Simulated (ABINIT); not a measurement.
# SiO2 (P6_222): G0W0 with ABINIT, start to end

Wanted: ground state, empty states, screening and self-energy for SiO2 (P6_222).

Main program and level: ABINIT 10.8.3; LDA and many-body steps on it, plane waves.

The database entry behind the starting cell is an old determination (1926), so it need not match the best structure at ambient conditions.

## Step 1: Set-up

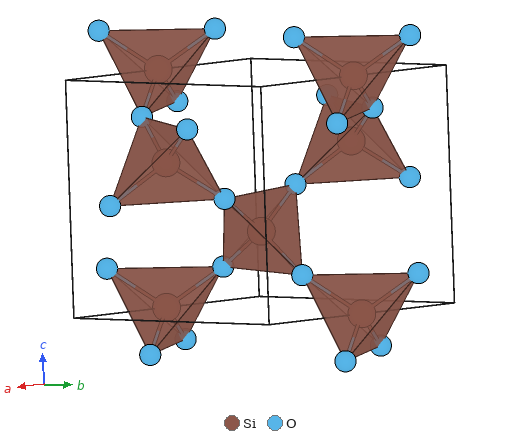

The cell as given, from a free direction (silicon brown, oxygen blue). Some periodic images of atoms are drawn too.

The cell and positions come from the Crystallography Open Database and are kept as given unless a step says otherwise.

## Step 2: Ground state

This step: ABINIT 10.8.3; DFT, LDA, plane waves, norm-conserving pseudopotentials.

The ground-state density comes first.

run.abi

```
acell 3*1.0 Angstrom
rprim 
  5.013000000017 -0.000000000004 0.000000000000
  -2.506500000005 4.341385349188 0.000000000000
  0.000000000000 0.000000000000 5.470000000000
ntypat 2
znucl 14 8
natom 9
typat 1 1 1 2 2 2 2 2 2
xred 
  0.500000000000 0.500000000000 0.333333333333
  0.000000000000 0.500000000000 0.666666666667
  0.500000000000 0.000000000000 -0.000000000000
  0.197000000000 0.803000000000 0.833333333333
  0.394000000000 0.197000000000 0.166666666667
  0.197000000000 0.394000000000 0.500000000000
  0.803000000000 0.197000000000 0.833333333333
  0.606000000000 0.803000000000 0.166666666667
  0.803000000000 0.606000000000 0.500000000000
pp_dirpath "pseudos"
pseudos "Si.upf, O.upf"
ecut 36
ngkpt 6 6 4
nshiftk 1
shiftk 0 0 0
kptopt 1
chksymbreak 0
nband 32
occopt 1
tolvrs 1e-10
nstep 60
prtwf 0
optforces 0
optstress 0
indata_prefix "in"
outdata_prefix "out"
tmpdata_prefix "tmp"
```

Launch:

```bash
OMP_NUM_THREADS=1 mpirun -n 4 abinit run.abi > log
```

Numbers of over 12 decimals in the logs are rounded to 6 here.

Output:

```text
.Version 10.8.3 of ABINIT. v10.8.2 released Aug 2026.

 Symmetries : space group P6_2 2 2 (#180); Bravais hP (primitive hexag.)
================================================================================
 Values of the parameters that define the memory need of the present run
     intxc =       0    ionmov =       0      iscf =       7    lmnmax =       6
     lnmax =       6     mgfft =      60  mpssoang =       3    mqgrid =    3001
     natom =       9  nloc_mem =       1    nspden =       1   nspinor =       1
    nsppol =       1      nsym =      12    n1xccc =    2501    ntypat =       2
    occopt =       1   xclevel =       1
-    mband =          32        mffmem =           1         mkmem =           6
       mpw =        8312          nfft =      174960          nkpt =          21
================================================================================
  Rough estimation (10% accuracy) of disk space for files :
================================================================================

--------------------------------------------------------------------------------
------------- Echo of variables that govern the present computation ------------
--------------------------------------------------------------------------------
 -outvars: echo values of preprocessed input variables --------
            acell      1.8897261259E+00  1.8897261259E+00  1.8897261259E+00 Bohr

      chksymbreak           0
             ecut      3.60000000E+01 Hartree
-          fftalg         312

              ixc       -1012
              kpt      0.00000000E+00  0.00000000E+00  0.00000000E+00
                       1.66666667E-01  0.00000000E+00  0.00000000E+00
                       3.33333333E-01  0.00000000E+00  0.00000000E+00
                       5.00000000E-01  0.00000000E+00  0.00000000E+00
                       1.66666667E-01  1.66666667E-01  0.00000000E+00
                       3.33333333E-01  1.66666667E-01  0.00000000E+00
                       3.33333333E-01  3.33333333E-01  0.00000000E+00
                       0.00000000E+00  0.00000000E+00  2.50000000E-01
                       1.66666667E-01  0.00000000E+00  2.50000000E-01
   [... 10 further rows ...]
                       3.33333333E-01  1.66666667E-01  5.00000000E-01
                       3.33333333E-01  3.33333333E-01  5.00000000E-01
         kptrlatt        6    0    0      0    6    0      0    0    4
          kptrlen      4.13472076E+01
P           mkmem           6
            natom           9
            nband          32
            ngfft          54      54      60
             nkpt          21
            nstep          60
             nsym          12
           ntypat           2
              occ      2.000000  2.000000  2.000000  2.000000  2.000000  2.000000
                       2.000000  2.000000  2.000000  2.000000  2.000000  2.000000
                       2.000000  2.000000  2.000000  2.000000  2.000000  2.000000
                       2.000000  2.000000  2.000000  2.000000  2.000000  2.000000
                       0.000000  0.000000  0.000000  0.000000  0.000000  0.000000
                       0.000000  0.000000
        optforces           0
        optstress           0
            prtwf           0
            rprim      5.0130000000E+00 -4.0000000000E-12  0.0000000000E+00
[...]
spgroup         180

           tolvrs      1.00000000E-10

             xred      5.0000000000E-01  5.0000000000E-01  3.3333333333E-01
[...]
znucl       14.00000    8.00000

================================================================================

 chkinp: Checking input parameters for consistency.

================================================================================
== DATASET  1 ==================================================================
-   mpi_nproc: 4, omp_nthreads: 1 (-1 if OMP is not activated)

--- !DatasetInfo
iteration_state: {dtset: 1, }
dimensions: {natom: 9, nkpt: 21, mband: 32, nsppol: 1, nspinor: 1, nspden: 1, mpw: 8312, }
cutoff_energies: {ecut:  36.0, pawecutdg:  -1.0, }
electrons: {nelect:   4.80000000E+01, charge:   0.00000000E+00, occopt:   1.00000000E+00, tsmear:   1.00000000E-02, }

 Real(R)+Recip(G) space primitive vectors, cartesian coordinates (Bohr,Bohr^-1):
 R(1)=  9.4731971  0.0000000  0.0000000  G(1)=  0.1055610  0.0609457  0.0000000
 R(2)= -4.7365985  8.2040293  0.0000000  G(2)=  0.0000000  0.1218913  0.0000000
 R(3)=  0.0000000  0.0000000 10.3368019  G(3)=  0.0000000  0.0000000  0.0967417
 Unit cell volume ucvol=  8.0335957E+02 bohr^3
 Angles (23,13,12)=  9.00000000E+01  9.00000000E+01  1.20000000E+02 degrees

 getcut: wavevector=  0.0000  0.0000  0.0000  ngfft=  54  54  60
         ecut(hartree)=     36.000   => boxcut(ratio)=   2.11096

--- Pseudopotential description ------------------------------------------------
- Si Generated using ONCVPSP code by D. R. Hamann
- 14.00000   4.00000  180309                  znucl, zion, pspdat
12 -1012 2 -1 1510                            pspcod,pspxc,lmax,lloc,mmax
     nproj     2     2     2
  pspatm : epsatm=    6.67003958
         --- l  ekb(1:nproj) -->
[...]
pspatm: atomic psp has been read  and splines computed

- O Generated using ONCVPSP code by D. R. Hamann
-  8.00000   6.00000  201201                  znucl, zion, pspdat
12 -1012 2 -1 926                             pspcod,pspxc,lmax,lloc,mmax
     nproj     2     2     1
  pspatm : epsatm=    6.27558587
         --- l  ekb(1:nproj) -->
[...]
2   -1.033686
 pspatm: atomic psp has been read  and splines computed

   2.76785443E+03                                ecore*ucvol(ha*bohr**3)
--------------------------------------------------------------------------------

_setup2: Arith. and geom. avg. npw (full set) are    8288.188    8288.178

================================================================================

--- !BeginCycle
iteration_state: {dtset: 1, }
solver: {iscf: 7, nstep: 60, nline: 4, wfoptalg: 0, }
tolerances: {tolvrs: 1.00E-10, }

     iter   Etot(hartree)      deltaE(h)  residm     vres2
 ETOT  1  -111.61566762848    -1.116E+02 1.321E-01 1.742E+03
 ETOT  2  -111.73846366817    -1.228E-01 1.592E-02 1.420E+03
 ETOT  3  -112.29200656042    -5.535E-01 7.629E-03 1.912E+01
 ETOT  4  -112.29641786766    -4.411E-03 3.940E-03 2.443E-01
 ETOT  5  -112.29645494341    -3.708E-05 1.671E-03 3.617E-02
 ETOT  6  -112.29645662694    -1.684E-06 1.492E-03 2.690E-03
 ETOT  7  -112.29645687873    -2.518E-07 5.291E-04 1.379E-04
 ETOT  8  -112.29645688568    -6.950E-09 5.873E-04 4.480E-06
 ETOT  9  -112.29645688597    -2.819E-10 2.495E-04 6.075E-08
 ETOT 10  -112.29645688599    -2.424E-11 3.683E-04 2.407E-09
 ETOT 11  -112.29645688599     1.705E-12 2.681E-04 1.253E-11

 At SCF step   11       vres2   =  1.25E-11 < tolvrs=  1.00E-10 =>converged.

--- !ResultsGS
iteration_state: {dtset: 1, }
comment   : Summary of ground state results
lattice_vectors:
- [  9.4731971,  -0.0000000,   0.0000000, ]
- [ -4.7365985,   8.2040293,   0.0000000, ]
- [  0.0000000,   0.0000000,  10.3368019, ]
lattice_lengths: [   9.47320,    9.47320,   10.33680, ]
lattice_angles: [ 90.000,  90.000, 120.000, ] # degrees, (23, 13, 12)
lattice_volume:   8.0335957E+02
convergence: {deltae:  1.705E-12, res2:  1.253E-11, residm:  2.681E-04, diffor:  0.000E+00, }
etotal    :  -1.12296457E+02
entropy   :   0.00000000E+00
fermie    :  -6.65673034E-03
cartesian_stress_tensor: null
pressure_GPa: null
xred      :
- [  5.0000E-01,   5.0000E-01,   3.3333E-01, Si]
- [  2.8807E-17,   5.0000E-01,   6.6667E-01, Si]
- [  5.0000E-01,   1.8504E-17,   7.4015E-17, Si]
- [  1.9700E-01,   8.0300E-01,   8.3333E-01,  O]
- [  3.9400E-01,   1.9700E-01,   1.6667E-01,  O]
- [  1.9700E-01,   3.9400E-01,   5.0000E-01,  O]
- [  8.0300E-01,   1.9700E-01,   8.3333E-01,  O]
- [  6.0600E-01,   8.0300E-01,   1.6667E-01,  O]
- [  8.0300E-01,   6.0600E-01,   5.0000E-01,  O]
cartesian_forces: null
force_length_stats: {min: null, max: null, mean: null, }

 Integrated electronic density in atomic spheres:
 ------------------------------------------------
 Atom  Sphere_radius  Integrated_density
[...]
================================================================================

 ----iterations are completed or convergence reached----

 Mean square residual over all n,k,spin=   18.618E-07; max=  26.815E-05
 reduced coordinates (array xred) for    9 atoms
[...]
0.394000000000      0.197000000000      0.166666666667
       0.197000000000      0.394000000000      0.500000000000
       0.803000000000      0.197000000000      0.833333333333
       0.606000000000      0.803000000000      0.166666666667
       0.803000000000      0.606000000000      0.500000000000
 rms dE/dt=  0.0000E+00; max dE/dt=  0.0000E+00; dE/dt below (all hartree)
    1       0.000000000000      0.000000000000      0.000000000000
    2       0.000000000000      0.000000000000      0.000000000000
    3       0.000000000000      0.000000000000      0.000000000000
    4       0.000000000000      0.000000000000      0.000000000000
    5       0.000000000000      0.000000000000      0.000000000000
    6       0.000000000000      0.000000000000      0.000000000000
    7       0.000000000000      0.000000000000      0.000000000000
    8       0.000000000000      0.000000000000      0.000000000000
    9       0.000000000000      0.000000000000      0.000000000000

 cartesian coordinates (angstrom) at end:
    1      1.253250     2.170693     1.823333
[...]
5      1.481342     0.855253     0.911667
    6      1.38e-12     1.710506     2.735000
    7      3.531659     0.855253     4.558333
    8      1.025159     3.486132     0.911667
    9      2.506500     2.630880     2.735000
 length scales=  1.889726125908  1.889726125908  1.889726125908 bohr
              =  1.000000000000  1.000000000000  1.000000000000 angstroms
 prteigrs : about to open file out_EIG
 Fermi (or HOMO) energy (hartree) =  -0.00666   Average Vxc (hartree)=  -0.34782
 Eigenvalues (hartree) for nkpt=  21  k points:
 kpt#   1, nband= 32, wtk=  0.00694, kpt=  0.0000  0.0000  0.0000 (reduced coord)
  -0.70762   -0.65060   -0.65060   -0.63092   -0.63092   -0.62268   -0.31345   -0.31345
  -0.22957   -0.19573   -0.19125   -0.19125   -0.12301   -0.10838   -0.10838   -0.09966
  -0.06740   -0.06740   -0.06508   -0.04891   -0.04891   -0.02489   -0.02489   -0.01087
   0.19080    0.31079    0.31079    0.33889    0.33889    0.35913    0.37181    0.44377
 prteigrs : prtvol=0 or 1, do not print more k-points.

--- !EnergyTerms
iteration_state     : {dtset: 1, }
comment             : Components of total free energy in Hartree
kinetic             :  7.32567279551706E+01
hartree             :  3.98709432040249E+01
xc                  : -2.99050487686675E+01
Ewald energy        : -6.71506540525114E+01
psp_core            :  3.44534943983338E+00
local_psp           : -1.16571388555247E+02
non_local_psp       : -1.52423861085911E+01
total_energy        : -1.12296456885988E+02
total_energy_eV     : -3.05574226237977E+03
band_energy         : -1.22708451249706E+01

== END DATASET(S) ==============================================================
================================================================================

 -outvars: echo values of variables after computation  --------
           etotal     -1.1229645689E+02
            nband          32
             nkpt          21
          spgroup         180
 [... the other variables as echoed above ...]

 Calculation completed.
```

Run time: 83 s. Hardware: 4 MPI ranks of Arm Neoverse V1, shared host; peak memory 0.48 GiB; 5.5 min of CPU time.

Numbers from this step:

```
total energy               : -3055.7423 eV
gap                        : 5.373 eV
k of the valence top       : 0, 0, 0.5
k of the conduction bottom : 0, 0, 0
least direct gap           : 5.488 eV
```

The gap is indirect, with the least direct gap 0.11 eV higher.

[end of part 1 of 3]

[Paths, hosts, dates, memory and timing lines, banners, echoed tables and standing remarks are left out of the program output.]

[Logs are printed without paths, hosts, clocks, repeated set-up lines and the standing remarks that a program may print on its own settings, such as how far it seeks lower states.]

[Runs of the session that timed out or met a known fault of the program may be left out.]

[Hosts, paths, dates, database ids (printed as entryN), source tags and the programs' standing remarks are cut or masked in the printed files.]

[G0W0 gaps are taken among the corrected bands and points alone; a level outside them can change the order at an edge.]

[Where Ansatz stands beside ABINIT at settings called matched, ABINIT's density can come from a denser mesh and the files from another edition; pairs whose starting gaps differed by over 0.03 eV were left out, so agreement reads better than it is.]
